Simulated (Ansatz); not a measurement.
## Single-point calculation of GeH4O

- system: GeH4O
- method: RKS SPW92 (LDA)/def2-TZVPP (Ansatz 0.2.0)

The geometry comes from this level: PBE0-D4/def2-TZVP.

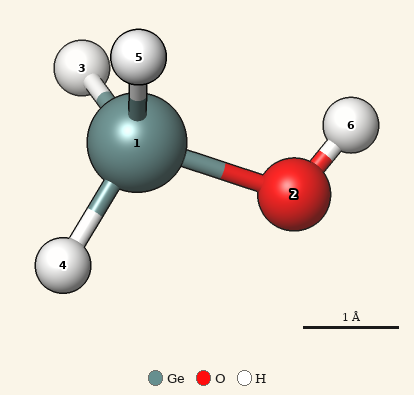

Fig. 1: The structure (ball-and-stick view, seen at a tilt; atoms are numbered from 1 in the order of the input). Sticks mark near contacts.

Summary:

- outcome: converged
- total energy: −58529.9914 eV
- SCF solution under orbital rotations: stable
- hardware: 4 threads of Arm Neoverse V1, 23 GiB of memory available, shared host
- peak memory: 0.42 GiB

Input:
```yaml
crystal:
  periodic: [false, false, false]
  atoms:
    - {symbol: Ge, position_ang: [-0.671144, -0.697806, 0.575380]}
    - {symbol: O, position_ang: [0.205424, 0.815794, 0.229815]}
    - {symbol: H, position_ang: [-1.888295, -0.825593, -0.361126]}
    - {symbol: H, position_ang: [0.357539, -1.800018, 0.310032]}
    - {symbol: H, position_ang: [-1.142791, -0.708650, 2.042439]}
    - {symbol: H, position_ang: [-0.338267, 1.595412, 0.359321]}
basis:
  gaussian: {orbitals: def2-TZVPP}
hamiltonian: {xc: lda}
```

Run as:
```bash
ansatz run in.yaml --threads 4 --pin off --events-out ev --progress --plain --max-ram 9574MiB
```

The program's output:
```
Functional definition: SPW92
  name "SPW92"
  cite "Dirac, Proc. Camb. Phil. Soc. 26, 376 (1930) doi:10.1017/S0305004100016108"
  cite "Slater, Phys. Rev. 81, 385 (1951) doi:10.1103/PhysRev.81.385"
  cite "Perdew & Wang, Phys. Rev. B 45, 13244 (1992) doi:10.1103/PhysRevB.45.13244"
  exchange = slater_x
  correlation = pw_c
745 factors; their error is unknown
mean field evaluation 1: about -58523.3092 eV, gradient 6.8e1 eV
mean field evaluation 2: about -58472.3986 eV, gradient 1.7e2 eV
mean field evaluation 4: about -58529.8786 eV, gradient 1.1e1 eV
mean field evaluation 8: about -58530.0035 eV, gradient 1.2e-1 eV
mean field -58529.99134305 eV, -2150.9375088039 hartree, gradient 8.7e-5 eV, S^2 0.000000; 0 other end points of the search recorded, 0 dependent functions left out
reference -58529.99137435 eV, -2150.9375099544 hartree; 22, 22 occupied and 113, 113 virtual orbitals, 745 factors
Total energy: -58529.99137435 eV, -2150.9375099544 hartree
```
